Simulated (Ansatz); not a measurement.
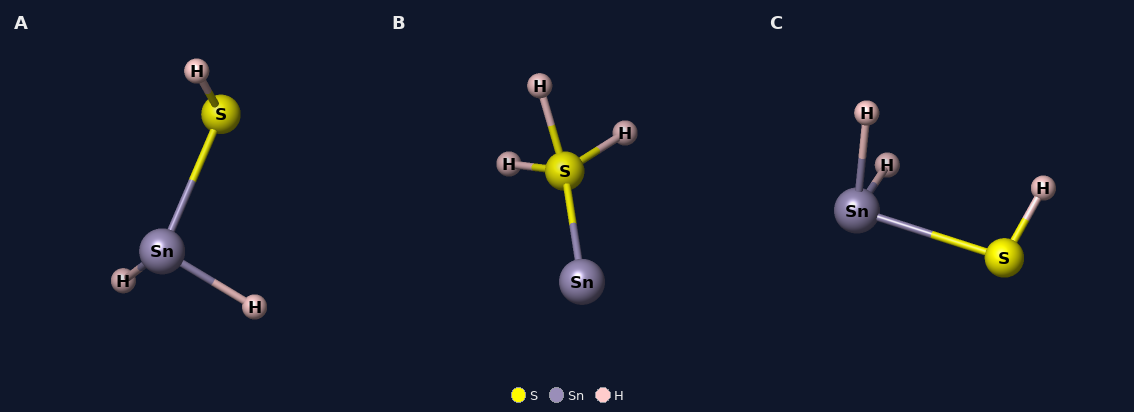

3 stationary structures of one formula. Charge −1, singlet. Geometries: PBE-D4/def2-SVPD. Electronic energies: PBE-D4/def2-SVPD (Ansatz 0.2.0), without zero-point energy. No frequency run is at hand to confirm each as a minimum.

Which structure is the most stable?

Answer. A is lowest; C lies 0.014 eV above it, B lies 5.045 eV above it.
